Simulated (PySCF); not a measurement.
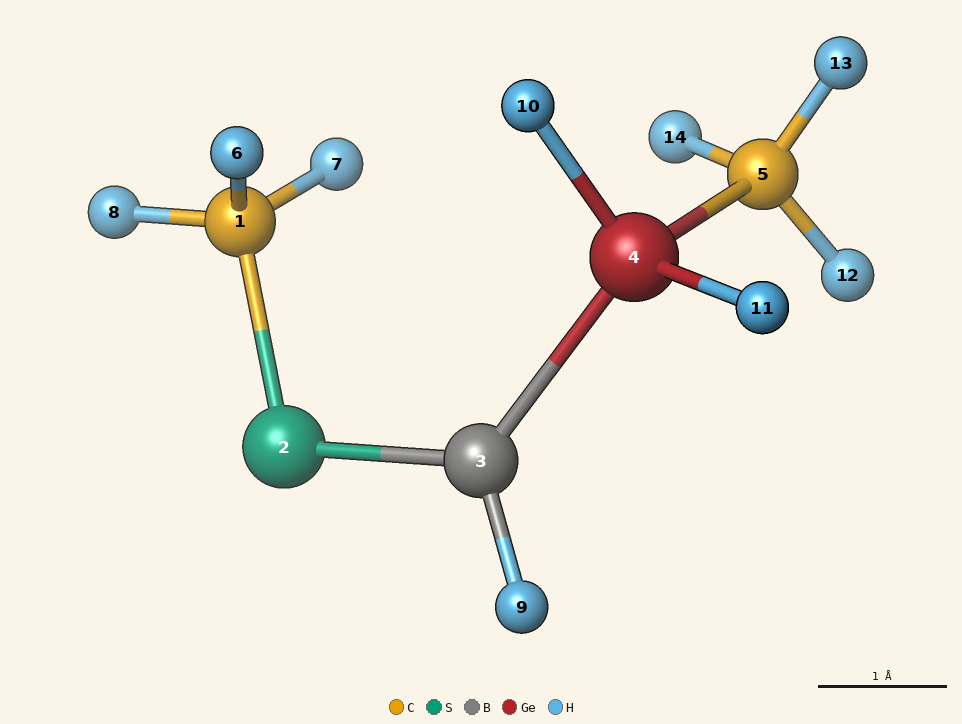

Orthographic view. Distant atoms are faded towards the background colour. The geometry was computed by an optimisation with PBE0-D3(BJ)/def2-SVP. No frequency run is at hand to confirm it as a minimum.

List the bonded neighbours of every atom.

C1: S2, H6, H7, H8
S2: C1, B3
B3: S2, Ge4, H9
Ge4: B3, C5, H10, H11
C5: Ge4, H12, H13, H14
(terminal hydrogens appear only as neighbours)
